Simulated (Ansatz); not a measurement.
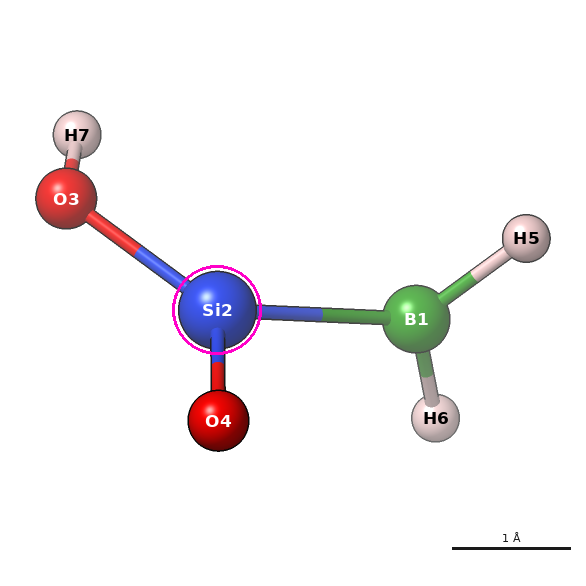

Orthographic view. Atoms fade into the background with distance from the viewer. Computed geometry: PBE-D4/def2-SVP optimisation. No frequency run is at hand to confirm it as a minimum.

Question: Which atoms are bonded to the circled atom?

Answer: The circled atom is Si2; it is bonded to B1, O3, O4.

Question: Of O3 and H7, which is nearer the viewer?

Answer: O3; the bond to H7 points away from the viewer, so it looks shorter than its 0.98 Å.

Question: Which atom is farthest from the viewer?

Answer: H6, 1.3 Å behind the mean position.

Question: Which atom is nearest the viewer?

Answer: O4, 1.8 Å in front of the mean position.
